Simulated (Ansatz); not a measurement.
Run report: SiNH₄ClO, phonon calculation

- system: SiNH₄ClO, SMILES N[SiH](O)Cl
- method: RKS PBE0-D4/def2-TZVP (Ansatz 0.2.0)

The geometry comes from this level: PBE0-D4/def2-TZVP. Figures and captions count atoms from 1; the log counts them from 0 in places.

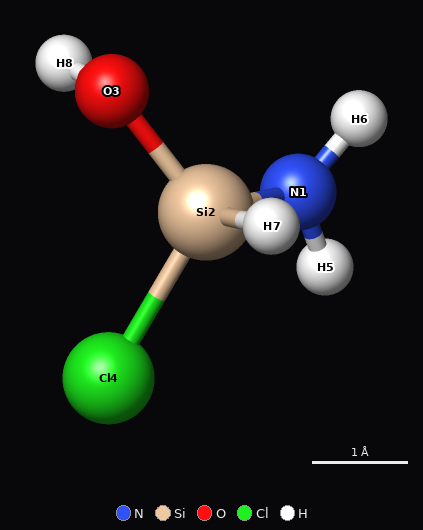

The input geometry (ball-and-stick view, seen at a tilt; atoms are numbered from 1 in the order of the input). Bond lengths as drawn: Cl–Si 2.06 Å, H–N 1.01 Å, H–O 0.96 Å, H–Si 1.47 Å, N–Si 1.70 Å and O–Si 1.63 Å.

## Input file
```yaml
crystal:
  periodic: [false, false, false]
  atoms:
    - {symbol: N, position_ang: [-0.749775, 0.885590, -0.288963]}
    - {symbol: Si, position_ang: [0.524440, -0.226193, -0.115272]}
    - {symbol: O, position_ang: [0.551256, -0.861285, 1.386906]}
    - {symbol: Cl, position_ang: [0.173097, -1.641551, -1.566899]}
    - {symbol: H, position_ang: [-1.217214, 0.997958, -1.172733]}
    - {symbol: H, position_ang: [-0.806931, 1.712374, 0.283027]}
    - {symbol: H, position_ang: [1.896719, 0.277160, -0.308550]}
    - {symbol: H, position_ang: [-0.279492, -1.201153, 1.726685]}
basis:
  gaussian: {orbitals: def2-TZVP}
hamiltonian: {xc: pbe0, dispersion: d4}
phonons: {temperatures: {t_min: 298.15, t_max: 900, t_step: 200}}
```

Machine: 2 CPU threads, shared host.

## Log
```
Functional definition: PBE0
  name "PBE0"
  cite "Adamo & Barone, J. Chem. Phys. 110, 6158 (1999) doi:10.1063/1.478522"
  cite "Perdew, Burke & Ernzerhof, Phys. Rev. Lett. 77, 3865 (1996) doi:10.1103/PhysRevLett.77.3865"
  parent pbe
  parameter a = 0.25
  parameter kappa = 0.804
  parameter beta = 0.06672455060314922
  exchange = (1 - a)*pbe_x(kappa = kappa, mu = beta*pi^2/3) + a*exact_x
  correlation = pbe_c(beta = beta)
1018 factors; their error is unknown
mean field evaluation 1: about -23987.8365 eV, gradient 7.4e1 eV
mean field evaluation 2: about -23976.1124 eV, gradient 1.0e2 eV
mean field evaluation 4: about -23997.0787 eV, gradient 4.9e0 eV
mean field evaluation 8: about -23997.1215 eV, gradient 3.7e-2 eV
mean field evaluation 16: about -23997.1982 eV, gradient 5.5e-5 eV
mean field -23997.19822974 eV, -881.8807690579 hartree, gradient 5.5e-5 eV, S^2 0.000000; 0 other end points of the search recorded, 0 dependent functions left out
the calculation of the forces begins
reference -23997.19825748 eV, -881.8807700774 hartree; 25, 25 occupied and 135, 135 virtual orbitals, 1018 factors
these checks for a lower state are left out or cut short: stability, starts, cluster_reference, orbital_swaps, neighbouring_geometries, increment
1018 factors; their error is unknown
mean field -23997.19812017 eV, -881.8807650312 hartree, gradient 2.8e-6 eV, S^2 0.000000; 0 other end points of the search recorded, 0 dependent functions left out
[... from here on the field's lines of each further geometry are left out, up to the last ...]
the calculation of the forces begins
reference -23997.19822390 eV, -881.8807688431 hartree; 25, 25 occupied and 135, 135 virtual orbitals, 1018 factors
these checks for a lower state are left out or cut short: stability, starts, cluster_reference, orbital_swaps, neighbouring_geometries, increment
1018 factors; their error is unknown
mean field -23997.19820432 eV, -881.8807681236 hartree, gradient 1.8e-6 eV, S^2 0.000000; 0 other end points of the search recorded, 0 dependent functions left out
the calculation of the forces begins
reference -23997.19823205 eV, -881.8807691428 hartree; 25, 25 occupied and 135, 135 virtual orbitals, 1018 factors
Total energy: -23997.34359253 eV, -881.8861110416 hartree
Atom 0 at    -0.749775     0.885590    -0.288963 Å, force    -0.002175     0.002338    -0.004586 eV/Å
Atom 1 at     0.524440    -0.226193    -0.115272 Å, force    -0.004241     0.001110     0.003870 eV/Å
Atom 2 at     0.551256    -0.861285     1.386906 Å, force    -0.000501    -0.001361     0.003295 eV/Å
Atom 3 at     0.173097    -1.641551    -1.566899 Å, force     0.004511     0.001042    -0.000508 eV/Å
Atom 4 at    -1.217214     0.997958    -1.172733 Å, force     0.000107     0.001615     0.004244 eV/Å
Atom 5 at    -0.806931     1.712374     0.283027 Å, force     0.001249    -0.002444    -0.001398 eV/Å
Atom 6 at     1.896719     0.277160    -0.308550 Å, force    -0.000658    -0.003141    -0.003584 eV/Å
Atom 7 at    -0.279492    -1.201153     1.726685 Å, force     0.001707     0.000841    -0.001334 eV/Å
Dipole moment:    -0.353140     0.385473     0.117196 e Å
Vibrations: 183.31 216.43 262.13 327.07 338.16 405.14 529.78 751.58 804.99 836.62 891.26 915.85 961.59 1573.36 2279.60 3612.59 3712.30 3904.02 cm⁻¹, zero-point energy 1.395180 eV
```

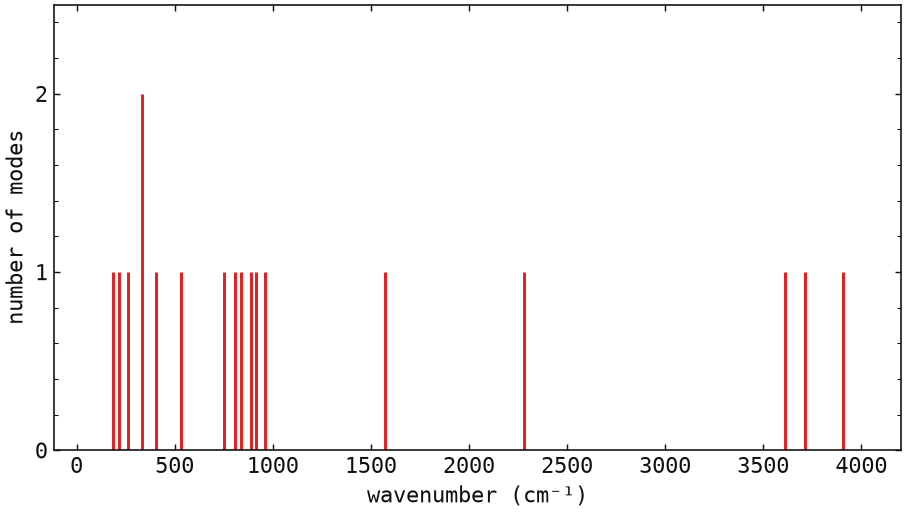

Harmonic vibrational wavenumbers from the force constants; neighbouring modes closer than 17 cm⁻¹ are counted in one stick. 18 modes from 183 to 3904 cm⁻¹, none imaginary.

## Summary

| quantity | value |
| --- | --- |
| outcome | converged |
| total energy | −23997.3436 eV |
| mean-field energy | −23997.1983 eV |
| dispersion energy | −0.1453 eV |
| largest force (length of the vector) | 0.006 eV/Å |
| dipole moment | 2.57 D |
| wall time | 2.2 min (CPU time 3.8 min) |
| peak memory | 0.33 GiB |
